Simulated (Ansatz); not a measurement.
**CH$_{6}$ClSi$_{2}$ (SMILES C[Si]([SiH3])Cl) (doublet): density, localisation and related maps**

The calculation's input:

```
crystal:
  periodic: [false, false, false]
  atoms:
    - {symbol: C, position_ang: [0.021399, 1.044135, -1.526783]}
    - {symbol: Cl, position_ang: [-0.859137, 1.092144, 1.559061]}
    - {symbol: Si, position_ang: [-0.309527, -2.132750, 0.042145]}
    - {symbol: Si, position_ang: [0.286471, 0.132820, 0.093919]}
    - {symbol: H, position_ang: [-1.040842, 1.035227, -1.806168]}
    - {symbol: H, position_ang: [-1.747852, -2.316058, -0.325732]}
    - {symbol: H, position_ang: [-0.061718, -2.741384, 1.380369]}
    - {symbol: H, position_ang: [0.345700, 2.088440, -1.444400]}
    - {symbol: H, position_ang: [0.540809, -2.817233, -0.978313]}
    - {symbol: H, position_ang: [0.598606, 0.563731, -2.326860]}
basis:
  gaussian: {orbitals: def2-TZVPD}
magnetization: {spin_polarized: true, initial_magnetization: 1}
hamiltonian: {xc: pbe0}
output: {forces: true, orbitals: {seedname: orbitals}}
```

Command:

```sh
ansatz run input.yaml --threads 2 --pin off --max-ram 4350MiB --events-out events.jsonl --progress --plain --runs-dir runs
```

Geometry: PBE0-D3(BJ)/pcseg-1.

Level of theory: isolated molecule in a Gaussian basis; Kohn-Sham density functional theory, functional PBE0 in Ansatz 0.2.0.

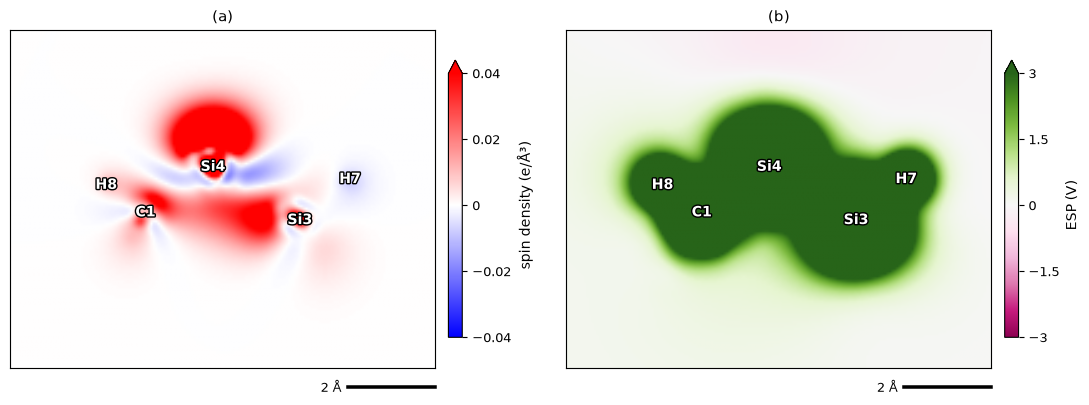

Figure 1. (a) spin density (α minus β); (b) electrostatic potential on the plane of atoms C1, Si4 and Si3.

Q: Read the bonding off the picture.

A: The section cuts through C, Si and H sites.
The unpaired spin (1 electron) lies mostly on Si4 (about 0.7), Si3 (about 0.1) and Cl2 (about 0.1), in electrons by Hirshfeld's partition.
Outside the dense part of the molecule the potential is most negative (−0.3 V) near Cl2, which lies off the plane.

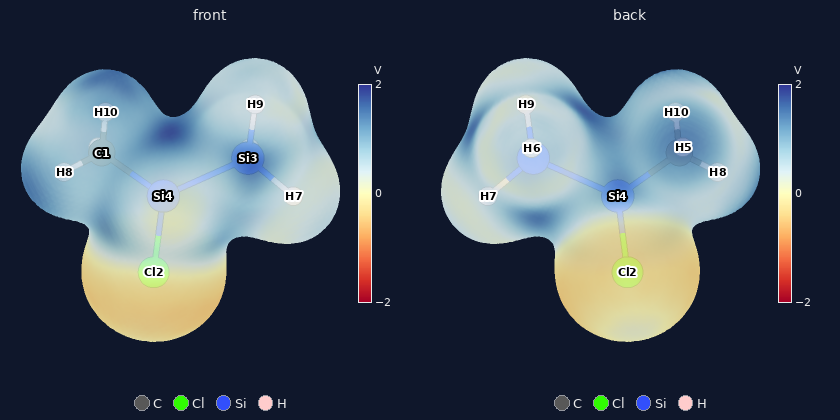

Figure 2. The electrostatic potential painted on the density surface at 0.004 e/bohr³, seen from the front and from behind; the colour scale runs from red (negative) to blue (positive).

Q: Which sites attract a positive test charge, and which a negative one?

A: A positive charge is drawn to the negative regions and a negative charge to the positive ones. The most negative region (about −0.5 V, or −12 kcal/mol for a unit charge) lies over Cl2, the most positive (about +1.7 V, or +39 kcal/mol for a unit charge) over Si3 and Si4. Cl2 shows a σ-hole: about +0.2 V at the tip opposite its bond, against about −0.4 V, or −9 kcal/mol for a unit charge on its flanks.

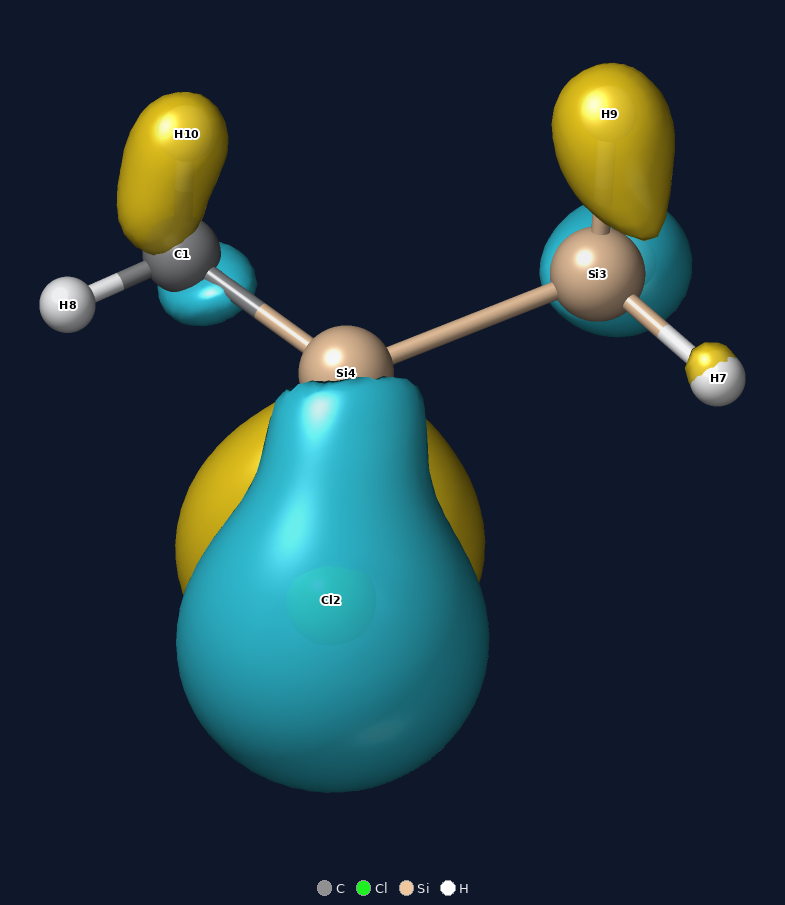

Figure 3. The HOMO−1 (β) at ±0.08 Å⁻³ᐟ² (yellow and cyan are the two phases), seen across its widest extent.

Q: Describe this orbital and give its energy.

A: Its weight (Hirshfeld) is mainly on Cl2 (about 80 %) and Si4 (about 10 %); largely a lone pair of Cl2. Its energy is −9.33 eV.
